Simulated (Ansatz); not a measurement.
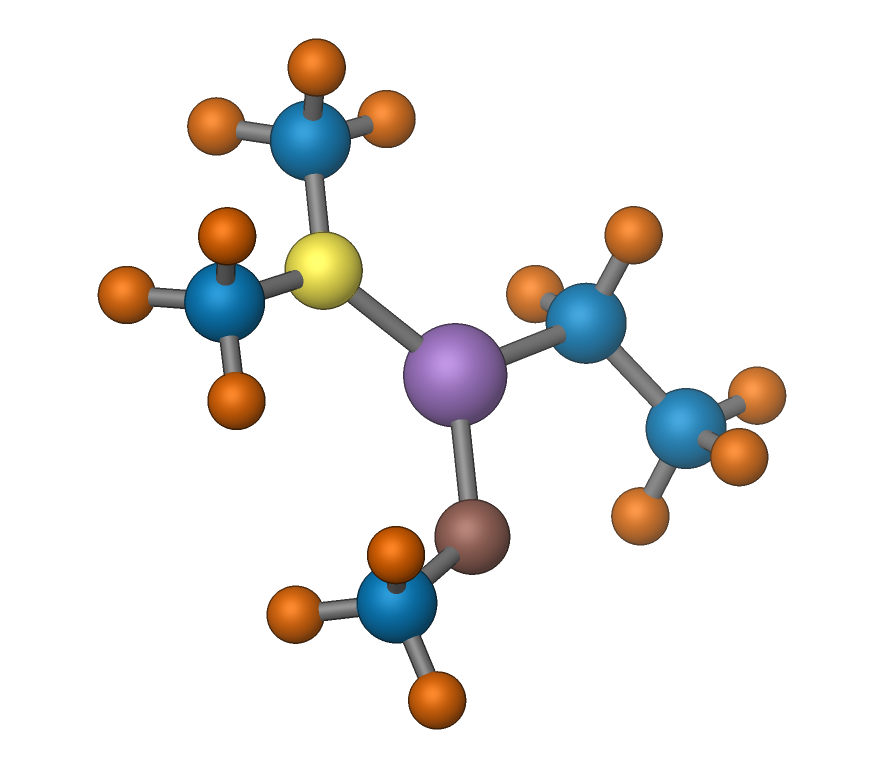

Rendered structure (ball-and-stick style). Every bond is drawn as one stick, whatever its order. Colours: carbon blue, gallium purple, oxygen brown, nitrogen yellow, hydrogen orange.

Give the formula.

C5H14GaNO, 22 atoms: 5 carbon, 14 hydrogen, 1 gallium, 1 nitrogen and 1 oxygen.

What is its SMILES?

C[CH2][Ga]([O]C)[N](C)C

Count the bonded pairs by element.

14 C–H, 2 C–N, 1 C–C, 1 C–Ga, 1 Ga–O, 1 C–O, 1 Ga–N.

Give the symmetry (Schoenflies symbol).

Cs.

The parts below concern this one geometry. Atoms keep their numbers from picture to picture. Computed geometry: PBE0-D4/def2-TZVP optimisation. No frequency run is at hand to confirm it as a minimum.

Geometry

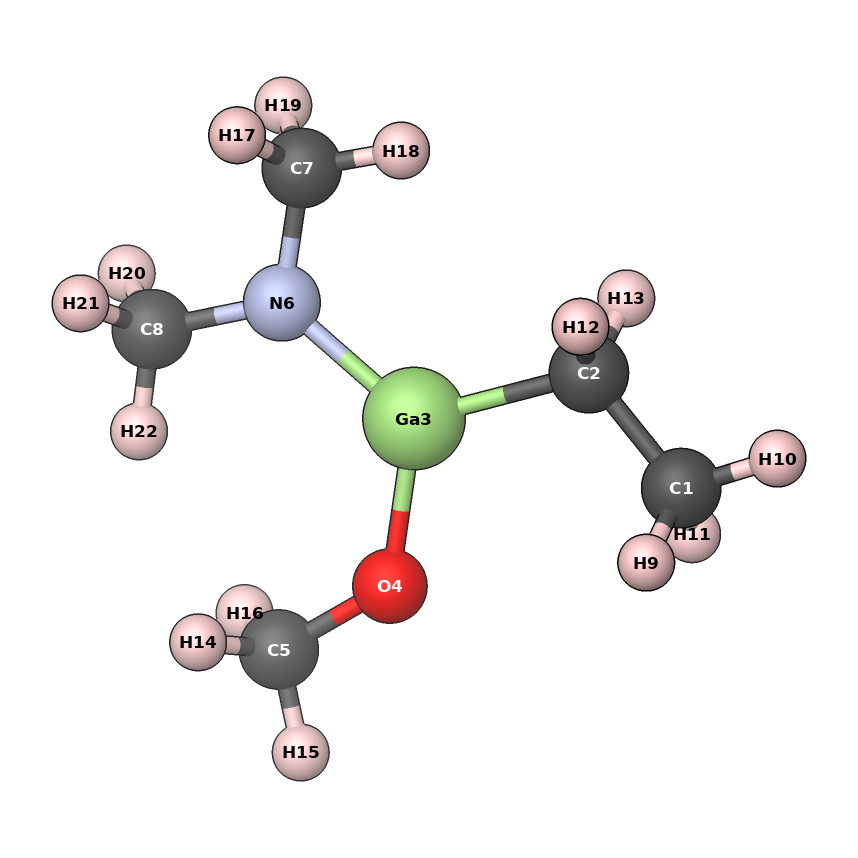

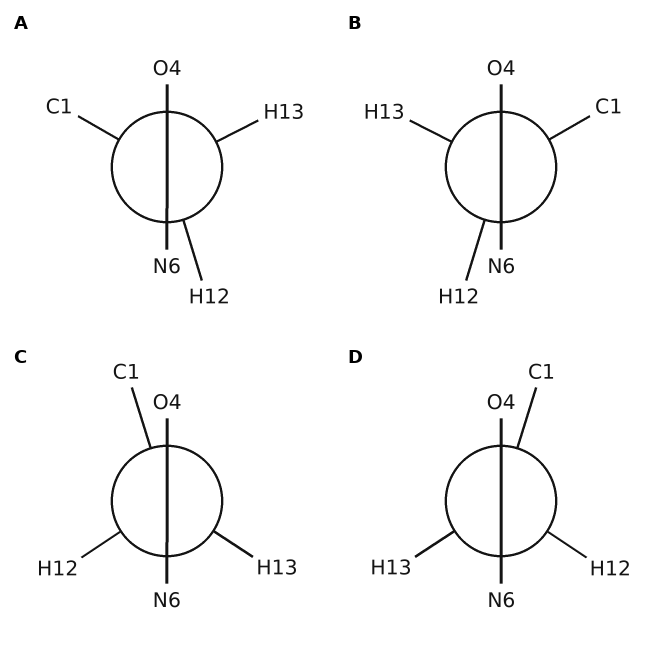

Distant atoms are faded towards the background colour. Bonds that would overlap in a projection are set slightly apart. No frequency run is at hand to confirm it as a minimum.

Which Newman projection shows the view along Ga3–C2, with Ga3 in front?

C. The torsion angle O4–Ga3–C2–C1 is 0°, synperiplanar (eclipsed).

Electronic properties

No frequency run is at hand to confirm it as a minimum. Level of theory: RKS PBE0-D4/def2-TZVPP (Ansatz 0.2.0).

Give the HOMO–LUMO gap at this level.

6.35 eV.

Estimate the HOMO energy (Kohn–Sham orbital).

−6.15 eV.

Give the dispersion correction at this level.

−42.7 kJ/mol.

Dipole moment

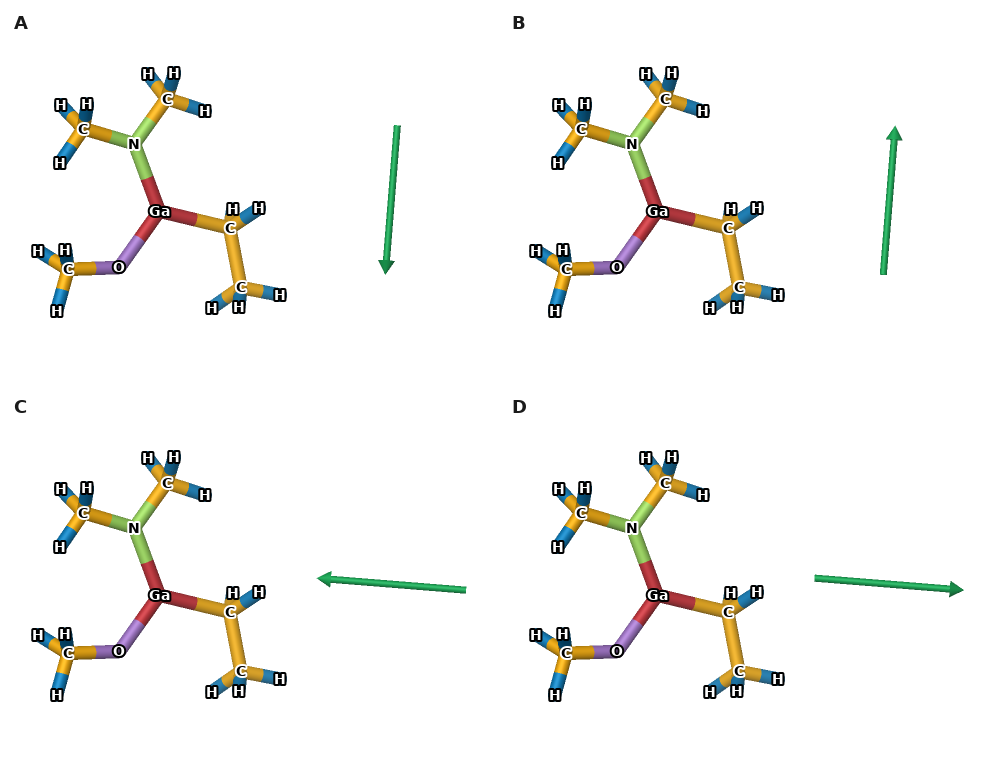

The same molecule four times, each with an arrow. No frequency run is at hand to confirm it as a minimum. Properties computed with RKS ωB97M-V/def2-TZVPP (Ansatz 0.2.0).

Which arrow points along the dipole moment, from the negative to the positive end?

B. The dipole moment is 1.30 D.

Charges

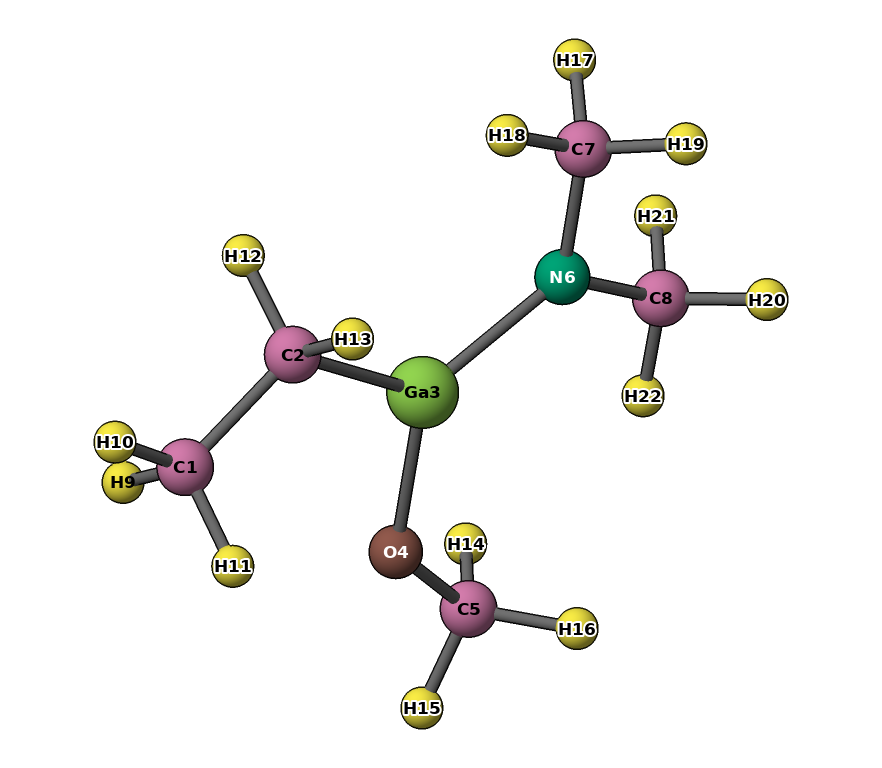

The questions are on Mulliken charges. No frequency run is at hand to confirm it as a minimum. Level of theory: RKS PBE-D4/def2-TZVPP (Ansatz 0.2.0).

List the Mulliken charges.

```json
{"atom": "C1", "value (e)": "−0.25"}
{"atom": "C2", "value (e)": "−0.22"}
{"atom": "Ga3", "value (e)": "0.30"}
{"atom": "O4", "value (e)": "−0.33"}
{"atom": "C5", "value (e)": "−0.13"}
{"atom": "N6", "value (e)": "−0.14"}
{"atom": "C7", "value (e)": "−0.18"}
{"atom": "C8", "value (e)": "−0.17"}
{"atom": "H9", "value (e)": "0.09"}
{"atom": "H10", "value (e)": "0.08"}
{"atom": "H11", "value (e)": "0.09"}
{"atom": "H12", "value (e)": "0.08"}
{"atom": "H13", "value (e)": "0.08"}
{"atom": "H14", "value (e)": "0.08"}
{"atom": "H15", "value (e)": "0.08"}
{"atom": "H16", "value (e)": "0.08"}
{"atom": "H17", "value (e)": "0.08"}
{"atom": "H18", "value (e)": "0.08"}
{"atom": "H19", "value (e)": "0.08"}
{"atom": "H20", "value (e)": "0.08"}
{"atom": "H21", "value (e)": "0.08"}
{"atom": "H22", "value (e)": "0.08"}
```

Mulliken values depend strongly on the basis set and can even reverse the polarity of a bond.
